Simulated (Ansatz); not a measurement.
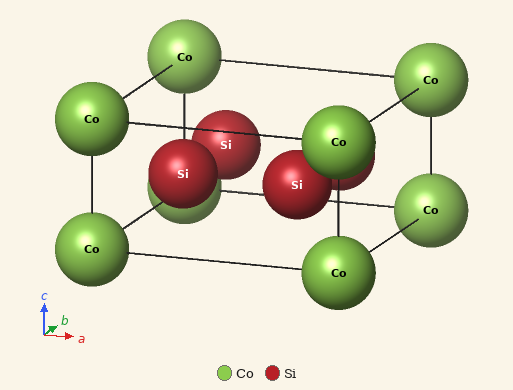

Spheres-only drawing of the structure, looking slightly off an axis. The parallelepiped is the simulation cell.

```xyz
5
Lattice="5.1641 0.0000 0.0000 0.0000 5.1641 0.0000 0.0000 0.0000 2.6437" Properties=species:S:1:pos:R:3 pbc="T T T"
Co    5.1641    5.1641    0.0000
Si    3.7779    3.7779    1.3218
Si    1.3862    1.3862    1.3218
Si    1.3862    3.7779    1.3218
Si    3.7779    1.3862    1.3218
```

The calculation used DFT r2SCAN, scalar-relativistic, plane waves, PAW (Ansatz), with wavefunction cutoff 500 eV, 8×8×14 k-mesh, Gaussian smearing of 0.1 eV, no spin polarisation (a spin-restricted run, not always the ground state).

How are the electrons shared out in a Bader analysis?

Answer. Co -0.58 e; Si +0.14 e.

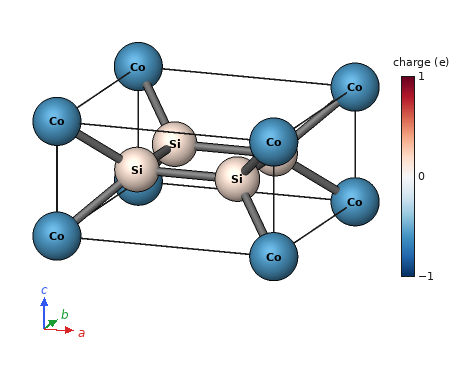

The atoms coloured by those charges.

It goes back to a random cell made by a generator, so it need not be a real form of the compound. Earlier steps of the study may have refined or changed the cell and positions. It was the input of a calculation with Ansatz.
